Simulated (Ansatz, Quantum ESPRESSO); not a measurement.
# Ta (Im-3m): phonons and their coupling to the electrons, part 3 of 4

How strong is the electron-phonon coupling in Ta (Im-3m)?

Quantum ESPRESSO 7.5; DFT PBE, scalar-relativistic, plane waves, PseudoDojo norm-conserving pseudopotentials.

So far. Step 7 (Phonons on a q mesh): The acoustic modes at Γ come out as far as 0.8 cm⁻¹ from zero, where they should vanish, a small numerical error. Step 9 (Dispersion): All branches are real along the path. The relaxed cell has a = 3.316 Å (conventional setting).

**10. Density of states**

Sums over the zone need many more wavevectors than were solved, so the interpolation is sampled on a dense mesh.

matdyn.in

```
 &input
    asr='crystal',
    flfrc='x.fc',
    dos=.true.,
    fldos='x.dos',
    nk1=19,
    nk2=19,
    nk3=19,
    deltaE=0.3,
    la2F=.true.,
 /
```

Started as:

```
$ matdyn.x -in matdyn.in > matdyn.out
```

Numbers of over 12 decimals in the logs are rounded to 6 here.

The program printed:

```text
[banner, memory and clock lines left out]
Program MATDYN v.7.5

 mass for atomic type   1 not given; uses mass from file x.fc
 Norm of the difference between old and new effective charges:    0.000000

 Norm of the difference between old and new force-constants:   1.71906e-06

     Message from routine matdyn:
     Z* not found in file x.fc, TO-LO splitting at q=0 will be absent!
 Norm of the difference between old and new effective charges:    0.000000

 Norm of the difference between old and new force-constants:   3.20646e-06

 Norm of the difference between old and new effective charges:    0.000000

 Norm of the difference between old and new force-constants:   4.43189e-06

 Norm of the difference between old and new effective charges:    0.000000

 Norm of the difference between old and new force-constants:   8.00857e-06

 Norm of the difference between old and new effective charges:    0.000000

 Norm of the difference between old and new force-constants:   1.38477e-05

 Norm of the difference between old and new effective charges:    0.000000

 Norm of the difference between old and new force-constants:   2.18325e-05

 Norm of the difference between old and new effective charges:    0.000000

 Norm of the difference between old and new force-constants:   3.3565e-05

 Norm of the difference between old and new effective charges:    0.000000

 Norm of the difference between old and new force-constants:   5.06387e-05

 Norm of the difference between old and new effective charges:    0.000000

 Norm of the difference between old and new force-constants:   7.46449e-05

 Norm of the difference between old and new effective charges:    0.000000

 Norm of the difference between old and new force-constants:   0.000107465

 Norm of the difference between old and new effective charges:    0.000000

 Norm of the difference between old and new force-constants:   0.000151628

Note: The following floating-point exceptions are signalling: IEEE_UNDERFLOW_FLAG
```

Wall time 36 s (1 thread of Intel Xeon at 2.70GHz, shared host).

Read from the output:

* share of modes beyond 3i cm⁻¹ on the dense interpolated mesh: 0
* electron-phonon coupling constant: 1.084
* logarithmic mean frequency weighted by the coupling: 131.3 K
* zero-point energy per atom: 20.19 meV
* heat capacity at 300 K: 24.35 J/(mol atoms K)
* vibrational entropy at 300 K: 42.77 J/(mol atoms K)

The phonon density of states has structure finer than the step of the table below, so its rows give means over 10 cm⁻¹, whole bins alone (the curve runs from 0 to 159 cm⁻¹). Peaks (cm⁻¹: height): 82.8: 0.0580, 127.8: 0.0850, 137.7: 0.104.

Tetrahedra. Table of phonon density of states by wavenumber; means over each step:

| wavenumber (cm⁻¹) | phonon density of states (1/cm⁻¹/cell) |
| --- | --- |
| 10 | 3.1e-4 |
| 20 | 0.00132 |
| 30 | 0.00270 |
| 40 | 0.00457 |
| 50 | 0.00706 |
| 60 | 0.0104 |
| 70 | 0.0157 |
| 80 | 0.0329 |
| 90 | 0.0300 |
| 100 | 0.0209 |
| 110 | 0.0232 |
| 120 | 0.0276 |
| 130 | 0.0490 |
| 140 | 0.0599 |
| 150 | 0.0122 |

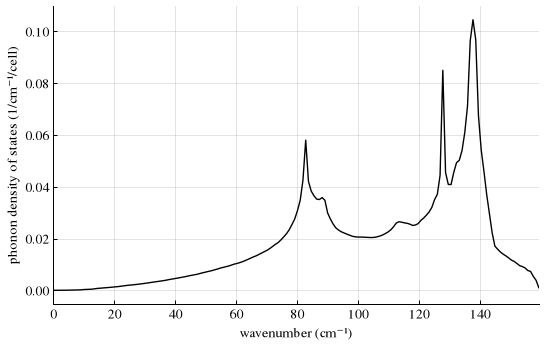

Phonon density of states against wavenumber.

Harmonic thermodynamic functions per atom, summed over the density of states scaled to three modes an atom; melting is ignored. Thermodynamic functions:

| T (K) | F_vib (meV/atom) | S (J/mol-atom/K) | C_V (J/mol-atom/K) |
| --- | --- | --- | --- |
| 0 | 20.19 | 0 | 0 |
| 50 | 19.24 | 6.129 | 12 |
| 100 | 12.99 | 17.59 | 20.25 |
| 200 | -13.96 | 33.02 | 23.63 |
| 300 | -53.55 | 42.77 | 24.35 |
| 400 | -101.7 | 49.81 | 24.61 |
| 500 | -156.3 | 55.32 | 24.73 |
| 600 | -216 | 59.83 | 24.79 |
| 700 | -280.1 | 63.66 | 24.83 |
| 800 | -347.8 | 66.98 | 24.86 |
| 900 | -418.8 | 69.91 | 24.88 |
| 1000 | -492.6 | 72.53 | 24.89 |

λ by broadening:

| broadening (Ry) | lambda | N(E_F) (states/spin/Ry/cell) | ω_log (K) |
| --- | --- | --- | --- |
| 0.005 | 1.155 | 9.026 | 129.2 |
| 0.01 | 1.079 | 8.936 | 129.5 |
| 0.015 | 1.082 | 9.091 | 130.7 |
| 0.02 | 1.084 | 9.126 | 131.3 |
| 0.025 | 1.07 | 9.043 | 131.3 |
| 0.03 | 1.047 | 8.89 | 131.2 |
| 0.035 | 1.019 | 8.698 | 131 |
| 0.04 | 0.9896 | 8.49 | 130.8 |
| 0.045 | 0.9611 | 8.28 | 130.7 |
| 0.05 | 0.9345 | 8.078 | 130.6 |

The alpha^2 F has structure finer than the step of the table below, so its rows give means over 1 meV, whole bins alone (the curve runs from 0.019 to 19.8 meV). Peaks (meV: height): 10.2: 1.11, 15.8: 2.86, 17.1: 1.79.

Gaussian broadening 0.02 Ry. The alpha^2 F by phonon energy; means over each step:

| phonon energy (meV) | alpha^2 F |
| --- | --- |
| 1 | 9.5e-4 |
| 2 | 0.00764 |
| 3 | 0.0197 |
| 4 | 0.0384 |
| 5 | 0.0639 |
| 6 | 0.0965 |
| 7 | 0.138 |
| 8 | 0.194 |
| 9 | 0.293 |
| 10 | 0.642 |
| 11 | 0.656 |
| 12 | 0.428 |
| 13 | 0.394 |
| 14 | 0.474 |
| 15 | 0.522 |
| 16 | 1.05 |
| 17 | 1.21 |
| 18 | 0.261 |
| 19 | 0.0948 |

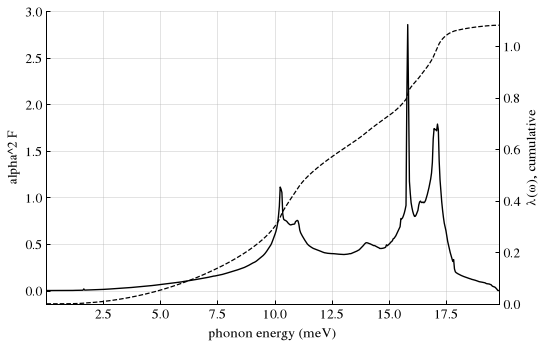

Alpha^2 F, plotted against phonon energy. The dashed line is the running λ.

At 300 K the heat capacity has reached 98 % of the Dulong-Petit value.

**11. Cross-check with Ansatz**

A second program on the same cell, potentials, cutoff and meshes tests the implementation of the phonon response, not its convergence. Its couplings are summed in its own way. Its k mesh is centred on Γ.

This step: DFT PBE, scalar-relativistic, plane waves, PseudoDojo norm-conserving pseudopotentials (Ansatz 0.2.0).

input.yaml

```yaml
crystal:
  lattice:
    - [-1.658116945, 1.658116945, 1.658116945]
    - [1.658116945, -1.658116945, 1.658116945]
    - [1.658116945, 1.658116945, -1.658116945]
  atoms:
    - { symbol: Ta, position: [0.0, 0.0, 0.0] }
kpoints:
  mp_grid: { grid: [16, 16, 16] }
hamiltonian:
  xc: pbe
  pseudopotentials: { kind: nc, accuracy: standard }
scf:
  occupations: { method: cold, width: 0.27211 }
output:
  eigenvalues: true
basis:
  ecutwfc: 680.285
phonons:
  method: dfpt
  qmesh: [4, 4, 4]
  temperatures: { t_max: 1000, t_step: 50 }
  qpath:
    path:
      - [[0.0, 0.0, 0.0], [0.5, -0.5, 0.5], [0.0, 0.0, 0.5], [0.0, 0.0, 0.0], [0.25, 0.25, 0.25], [0.5, -0.5, 0.5]]
      - [[0.25, 0.25, 0.25], [0.0, 0.0, 0.5]]
    npoints: 12
  electrical_resistivity: { temperatures: [77, 300], mesh: [32, 32, 32] }
```

Started as:

```
$ ansatz run input.yaml --threads 8 --pin off --max-ram 16384MiB --backend cpu --events-out ev --progress --plain --runs-dir out
```

The program printed:

```text
Warning: basis.ecutwfc = 680.285 eV is below the records' recommended 789.130201 eV, and the density's cutoff is lower with it unless basis.ecutrho_ratio is high enough to keep the records' density cutoff: compare with a run at a higher cutoff
Engine: ansatz 0.2.0, x86_64-unknown-linux-gnu
Pseudopotentials: kind: nc
Pseudopotential: Ta, nc, valence charge 13, recommended cutoff 789.130201 eV (normal), Ta.nc.azcp (PseudoDojo's, or run here from an input of PseudoDojo's; its table is named by hamiltonian.pseudopotentials.accuracy)
Functional definition: PBE
  parameter kappa = 0.804
  parameter beta = 0.066725
  exchange = pbe_x(kappa = kappa, mu = beta*pi^2/3)
  correlation = pbe_c(beta = beta)
Crystal: 1 atoms, lattice volume = 18.235 Å³
Basis set: ecut = 680.285 eV, 683 PW (Γ), exchange–correlation on 50×50×50 points (8 copies of the dense FFT grid, shifted against one another)
Bands: 11, of which v1, the nominal top of the filled ones, is band 7 counted from 1 (6 counted from 0)
Symmetry: 48 space group operations
k-points: 145 of 4096
Non-local potential: Ta, projectors of the file, l = 0: 2, l = 1: 2, l = 2: 2, l = 3: 2
Initial density: superposition of atomic densities (chi_scale 0.1, normalization cell)
Initial wavefunctions: pseudopotential atomic-orbital guess
Functional: x = pbe(κ = 0.804, μ = 0.219515), c = pbe(β = 0.066725)
SCF iter   1: F=—  HF=-1771.669211 eV  |F-HF|=—  |Δ(HF+E_count)|=         —  Δρ=4.18e-2  dr2=3.42e-1  ethr=3.10e-3  ⟨swp⟩=5.9  Hψ=10567  notcnv=0
preconditioner: auto → none  [metal: Δε(μ)=0.003 eV  Ē_g=8.390 eV  σ=0.272 eV  W_gap=0.01  n_scr=0 (ndim 8)  ℏωp=19.4 eV  f_vac=0.000  D(μ)=1.45/eV (n_scr^D=12)]
SCF iter   2: F=—  HF=-1771.551091 eV  |F-HF|=—  |Δ(HF+E_count)|=   1.18e-1  S|Δr|=    0.00e0  Δρ=1.51e-2  dr2=2.34e-2  ethr=2.63e-3  ⟨swp⟩=2.7  Hψ=3799  notcnv=0  defer=20
SCF iter   3: F=—  HF=-1771.548677 eV  |F-HF|=—  |Δ(HF+E_count)|=   2.41e-3  S|Δr|=    0.00e0  Δρ=4.28e-3  dr2=1.16e-3  ethr=1.80e-4  ⟨swp⟩=2.7  Hψ=2311  notcnv=0  defer=20
SCF iter   4: F=—  HF=-1771.548977 eV  |F-HF|=—  |Δ(HF+E_count)|=   3.01e-4  S|Δr|=    0.00e0  Δρ=3.55e-4  dr2=8.78e-6  ethr=8.90e-6  ⟨swp⟩=1.3  Hψ=1747  notcnv=0  defer=20
SCF iter   5: F=—  HF=-1771.548981 eV  |F-HF|=—  |Δ(HF+E_count)|=   4.00e-6  S|Δr|=    0.00e0  Δρ=4.68e-5  dr2=4.96e-8  ethr=6.75e-8  ⟨swp⟩=2.1  Hψ=2567  notcnv=0  defer=20
SCF iter   6: F=—  HF=-1771.548982 eV  |F-HF|=—  |Δ(HF+E_count)|=   4.93e-7  S|Δr|=    0.00e0  Δρ=2.26e-5  dr2=1.24e-8  ethr=3.82e-10  ⟨swp⟩=2.6  Hψ=2788  notcnv=0  defer=20
SCF iter   7: F=—  HF=-1771.548982 eV  |F-HF|=—  |Δ(HF+E_count)|=   6.67e-9  S|Δr|=    0.00e0  Δρ=5.80e-6  dr2=8.70e-10  ethr=9.50e-11  ⟨swp⟩=1.8  Hψ=2021  notcnv=0  defer=20
SCF iter   8: F=—  HF=-1771.548982 eV  |F-HF|=—  |Δ(HF+E_count)|=  6.40e-10  S|Δr|=    0.00e0  Δρ=8.04e-7  dr2=1.67e-11  ethr=6.69e-12  ⟨swp⟩=2.1  Hψ=2174  notcnv=0  defer=20
SCF iter   9: F=-1771.548982 eV  HF=-1771.548982 eV  |F-HF|=4.55e-13  |Δ(HF+E_count)|=  1.11e-11  S|Δr|=    0.00e0  Δρ=5.90e-8  dr2=9.47e-14  ethr=1.00e-12  ⟨swp⟩=7.5  Hψ=8200  notcnv=0
SCF 1 converged in 9 iterations: F = -1771.548982 eV  dr2 = 9.47e-14
NSCF: frozen V_eff on 145 k-points
WARN: eigensolver did not converge in 22 slots of this pass, the one above among them; of largest residual over every band (k=1): 1 band(s) unlocked (lowest unlocked band 10, counted from 0; max residual 2.64e-2 eV among the unlocked bands, 2.64e-2 eV over every band); of lowest unlocked band (k=1): band 10
NSCF: frozen V_eff on 349 k-points
DFPT response loops at q = (0, 0, 0) (fractional): preconditioner auto → Kerker (q_TF=auto, 2.579 Å⁻¹) (partly filled bands, converged f_vac=0.000); β = 1.00, the filter's whole step (`scf.mixing.beta` (0.50) is not read by the response loops under this deck's `scf.mixing.preconditioner`; to damp them name `kerker` or `kerker_dos`, under which they read `scf.mixing.beta`, and type it under 1.00, their step now; both keys bind the ground state too); Broyden in place of MSR1
NSCF: frozen V_eff on 4352 k-points
DFPT response loops at q = (0, 0, 0.25) (fractional): mixed as the last ones told, above
NSCF: frozen V_eff on 2196 k-points
DFPT response loops at q = (0, 0, -0.5) (fractional): mixed as the last ones told, above
NSCF: frozen V_eff on 8192 k-points
DFPT response loops at q = (0, 0.25, 0.25) (fractional): mixed as the last ones told, above
NSCF: frozen V_eff on 1178 k-points
DFPT response loops at q = (0.25, 0.25, 0.25) (fractional): mixed as the last ones told, above
NSCF: frozen V_eff on 2320 k-points
DFPT response loops at q = (0.25, 0.25, -0.25) (fractional): mixed as the last ones told, above
NSCF: frozen V_eff on 4352 k-points
DFPT response loops at q = (0.25, -0.5, -0.5) (fractional): mixed as the last ones told, above
NSCF: frozen V_eff on 698 k-points
DFPT response loops at q = (-0.5, -0.5, -0.5) (fractional): mixed as the last ones told, above
SCF iter   1: F=—  HF=-1771.669211 eV  |F-HF|=—  |Δ(HF+E_count)|=         —  Δρ=4.18e-2  dr2=3.42e-1  ethr=3.10e-3  ⟨swp⟩=5.9  Hψ=10567  notcnv=0
SCF iter   2: F=—  HF=-1771.551091 eV  |F-HF|=—  |Δ(HF+E_count)|=   1.18e-1  S|Δr|=    0.00e0  Δρ=1.51e-2  dr2=2.34e-2  ethr=2.63e-3  ⟨swp⟩=2.7  Hψ=3799  notcnv=0  defer=20
SCF iter   3: F=—  HF=-1771.548677 eV  |F-HF|=—  |Δ(HF+E_count)|=   2.41e-3  S|Δr|=    0.00e0  Δρ=4.28e-3  dr2=1.16e-3  ethr=1.80e-4  ⟨swp⟩=2.7  Hψ=2311  notcnv=0  defer=20
SCF iter   4: F=—  HF=-1771.548977 eV  |F-HF|=—  |Δ(HF+E_count)|=   3.01e-4  S|Δr|=    0.00e0  Δρ=3.55e-4  dr2=8.78e-6  ethr=8.90e-6  ⟨swp⟩=1.3  Hψ=1747  notcnv=0  defer=20
SCF iter   5: F=—  HF=-1771.548981 eV  |F-HF|=—  |Δ(HF+E_count)|=   4.00e-6  S|Δr|=    0.00e0  Δρ=4.68e-5  dr2=4.96e-8  ethr=6.75e-8  ⟨swp⟩=2.1  Hψ=2567  notcnv=0  defer=20
SCF iter   6: F=—  HF=-1771.548982 eV  |F-HF|=—  |Δ(HF+E_count)|=   4.93e-7  S|Δr|=    0.00e0  Δρ=2.26e-5  dr2=1.24e-8  ethr=3.82e-10  ⟨swp⟩=2.6  Hψ=2788  notcnv=0  defer=20
SCF iter   7: F=—  HF=-1771.548982 eV  |F-HF|=—  |Δ(HF+E_count)|=   6.67e-9  S|Δr|=    0.00e0  Δρ=5.80e-6  dr2=8.70e-10  ethr=9.50e-11  ⟨swp⟩=1.8  Hψ=2021  notcnv=0  defer=20
SCF iter   8: F=—  HF=-1771.548982 eV  |F-HF|=—  |Δ(HF+E_count)|=  6.40e-10  S|Δr|=    0.00e0  Δρ=8.04e-7  dr2=1.67e-11  ethr=6.69e-12  ⟨swp⟩=2.1  Hψ=2174  notcnv=0  defer=20
SCF iter   9: F=-1771.548982 eV  HF=-1771.548982 eV  |F-HF|=2.27e-13  |Δ(HF+E_count)|=  1.14e-11  S|Δr|=    0.00e0  Δρ=6.15e-8  dr2=9.90e-14  ethr=1.00e-12  ⟨swp⟩=2.7  Hψ=3380  notcnv=0
SCF 2 converged in 9 iterations: F = -1771.548982 eV  dr2 = 9.90e-14
NSCF: frozen V_eff on 145 k-points
NSCF: frozen V_eff on 897 k-points
SCF converged after 9 iterations
Stability not checked: this state was not tested for a lower state beside it, because cold or Methfessel-Paxton smearing, or corrected tetrahedra, fill the levels in a way that the test cannot read (fill_not_monotonic; see scf.lower_state_search)
Free energy (F): -1771.548982 eV
Harris-Foulkes:  -1771.548982 eV  (|F-HF|=4.55e-13)
Internal energy: -1771.553179 eV  (E = F + TS)
E sigma→0 (E₀):  -1771.550381 eV
Entropy (-TS):   0.004198 eV (4.198 meV/atom)
Fermi energy:    18.189734 eV
--- Per-component energies (eV) ---
  E_band       = -109.600949
  E_kinetic    = 466.308459
  E_local      = -827.531316  (includes V_loc(G=0)·N_el)
  E_nonlocal   = 126.472663
  E_hartree    = 201.246126
  E_xc         = -402.766261
  E_vxc        = -277.343009  (∫ρ·V_xc dr)
  E_ewald      = -1335.282850
  E_smearing   = 0.004198  (= −TS)
  E_closure    = 0.000000  (closes the sum)
  Σ components = -1771.548982   (vs F -1771.548982, Δ=0.00e0)
--- Band table (eV; the first three rows and the last of 145) ---
  k-point 0: bands = [... 3 lower, -14.9122, 10.3327, 18.9301, 18.9301, 18.9301, 22.1629, 22.1629, 32.7434]
  k-point 1: bands = [... 3 lower, -14.9126, 10.5042, 18.8181, 18.8974, 19.0981, 21.9803, 22.1628, 32.8979]
  k-point 2: bands = [... 3 lower, -14.9134, 10.9969, 18.5162, 18.7525, 19.5958, 21.6351, 22.1746, 33.2653]
  k-point 144: bands = [... 3 lower, -15.7004, 14.4709, 14.4709, 24.9353, 24.9353, 24.9353, 26.6717, 26.6717]
--- Phonons (Γ-DFPT): 1 representative perturbation + reference (Σ response iterations 4) ---
  ASR residual: 2.025e-5 → 0.000e0 eV/Å²; symmetrization residual: 1.016e-20 eV/Å²
  ASR residual per site (eV/Å²): 2.03e-5
  Γ frequencies (cm⁻¹): 0.00 0.00 0.00
--- Phonons (arbitrary-q DFPT): 8 irreducible q on the 4×4×4 mesh ---
  q = [0.0000, 0.0000, 0.0000] (star 1, of the zone-centre solve; hermiticity 1.48e-24, symmetrization 8.36e-16): -0.00 -0.00 -0.00
  q = [0.0000, 0.0000, 0.2500] (star 12, 2 solved perturbations in 3336 linear systems a pass and spin channel, the states on 2176 of 4096 k-point pairs; hermiticity 1.82e-14, symmetrization 1.10e-13, the responses' own estimated error 1.2e-7 eV/Å²): 56.27 76.29 111.37
  q = [0.0000, 0.0000, -0.5000] (star 6, 2 solved perturbations in 1719 linear systems a pass and spin channel, the states on 1098 of 4096 k-point pairs; hermiticity 4.75e-14, symmetrization 6.37e-14, the responses' own estimated error 1.1e-7 eV/Å²): 83.57 127.85 142.09
  q = [0.0000, 0.2500, 0.2500] (star 24, 2 solved perturbations in 6272 linear systems a pass and spin channel, the states on 4096 of 4096 k-point pairs; hermiticity 3.01e-11, symmetrization 4.38e-14, the responses' own estimated error 1.0e-7 eV/Å²): 86.92 98.04 140.78
  q = [0.2500, 0.2500, 0.2500] (star 2, 1 solved perturbation on 589 of 4096 k-point pairs; hermiticity 1.58e-13, symmetrization 2.63e-13, the responses' own estimated error 9.5e-8 eV/Å²): 114.09 114.09 114.09
  q = [0.2500, 0.2500, -0.2500] (star 6, 2 solved perturbations in 1808 linear systems a pass and spin channel, the states on 1160 of 4096 k-point pairs; hermiticity 6.90e-14, symmetrization 4.10e-14, the responses' own estimated error 1.1e-7 eV/Å²): 104.65 104.65 138.58
  q = [0.2500, -0.5000, -0.5000] (star 12, 2 solved perturbations in 3336 linear systems a pass and spin channel, the states on 2176 of 4096 k-point pairs; hermiticity 3.31e-14, symmetrization 2.96e-14, the responses' own estimated error 1.1e-7 eV/Å²): 107.06 133.53 152.54
  q = [-0.5000, -0.5000, -0.5000] (star 1, 1 solved perturbation on 349 of 4096 k-point pairs; hermiticity 4.14e-14, symmetrization 1.98e-13, the responses' own estimated error 1.2e-7 eV/Å²): 159.55 159.55 159.55
  sum rule: each row above includes the acoustic sum rule's correction from the zone centre's row sums; it moved no ω² by more than (0.17 cm⁻¹)²
  mesh force constants: q→R imaginary residual 0.00e0; ASR residual 2.025e-5 → 0.000e0 eV/Å²; symmetrization residual 5.329e-15 eV/Å²
  interpolated dispersion: 74 rows × 3 modes
  density of states and harmonic sums: on the 28×28×28 q-mesh, interpolated from the force constants of a 4×4×4 supercell (no non-analytic term)
  largest difference from the sums on the solved wave vectors: F 1.62e-2 eV, S 2.03e-5 and C_V 4.31e-6 eV/K
  zero-point energy: 0.020183 eV/cell   skipped modes (ω ≤ 0): 3   left out of the sums: 4.56e-5 of the cell's modes: C_V's classical limit lies that fraction below 3 k_B per atom; for a crystal, a wire or a layer, F and S can be off by more, and a phonons.interpolated_qmesh denser along its periods is the remedy for the sampling
--- Electrical resistivity: potentials and phonons of a 4×4×4 supercell ---
  scattering by harmonic phonons alone, with no dipole-dipole term; scattering by other electrons, impurities, surfaces and spin disorder is left out, and so is spin–orbit coupling
  the resistivity is that of a variational response, whose dependence on the energy is improved iteratively
  at the Fermi level of each mesh (of a tensor a third of its trace):
           mesh   spin    states/(eV spin)  plasma energy (eV)         λ      λ_tr    ħω_log (meV)
       32×32×32                     0.6506              8.7073    0.9760    0.9367          11.929
       16×16×16                     0.6628              8.7085    0.9944    0.9600          11.978
          8×8×8                     0.7080              8.6752    1.0590    1.0399          12.023
  resistivity on the deck's mesh, µΩ·cm:
     T (K)       trace/3  mesh converged            xx            yy            zz    lowest order   relaxation time
     77.00      2.6050e0              no      2.6050e0      2.6050e0      2.6050e0        2.8096e0          2.7391e0
    300.00      1.4205e1              no      1.4205e1      1.4205e1      1.4205e1        1.4720e1          1.4959e1
  mean free path at 77 K (of a tensor a third of its trace): 19.1 nm by what each carries, 16.5 by the Fermi surface alone
  Hall coefficient in a weak field at 77 K (a third of the trace): 9.653e-11 m³/C (as a tensor it moves by 0.4 % between the two finest meshes); by each state's relaxation time: 9.537e-11 m³/C; by a constant relaxation time: 7.714e-11 m³/C
  mean free path at 300 K (of a tensor a third of its trace): 3.39 nm by what each carries, 3.03 by the Fermi surface alone
  Hall coefficient in a weak field at 300 K (a third of the trace): 9.814e-11 m³/C (as a tensor it moves by 0.7 % between the two finest meshes); by each state's relaxation time: 9.515e-11 m³/C; by a constant relaxation time: 7.720e-11 m³/C
  the resistivity times a path that all electrons share, by the Fermi surface of the deck's mesh alone (a third of the trace): 4.311e-16 Ω·m²
  not converged in the mesh (λ; λ_tr; the resistivity at 77 K by 2.24 %; the resistivity at 300 K by 2.45 %): between neighbouring meshes, the two finest first, λ moves by 1.89 % and 6.49 %, λ_tr by 2.49 % and 8.32 % and the resistivity by up to 2.45 % and 8.73 %; an estimate, no bound, puts it up to 8.2e-7 % above the Boltzmann equation's exact value after up to 3 iterations (at most 30 are made, fewer where the estimate is under 1.0e-6 % of each spin channel's own resistivity)
  vibrations of 64 cells: unjudged by the run; compare a larger repeat
  the changes of the potential over all sites missed a rigid shift's by 0.00 % (the site terms' by 0.00 %)
  at the force constants' own smearing the fine mesh and the k-points of their solves give squared frequencies that differ by 4.4 % of the larger at the most, at (0.25, -0.5, -0.5)
```

The job ended after 3.6 min (8 threads; peak memory 3.6 GiB; 23 min of CPU time).

This step gave:

* sum-rule residual before enforcement: 2.03e-5 eV/Å²
* electron-phonon coupling constant: 0.9760
* logarithmic mean frequency weighted by the coupling: 138.4 K
* zero-point energy per atom: 20.18 meV
* vibrational entropy at 300 K: 42.82 J/(mol atoms K)

(Part 3 of 4 ends here.)

[Host names and launcher messages were left out of these logs when they were recorded.]

[Logs are printed without paths, hosts, clocks, repeated set-up lines and the standing remarks that a program may print on its own settings, such as how far it seeks lower states.]

[Hosts, paths, dates, database ids (printed as entryN), source tags and the programs' standing remarks are cut or masked in the printed files.]
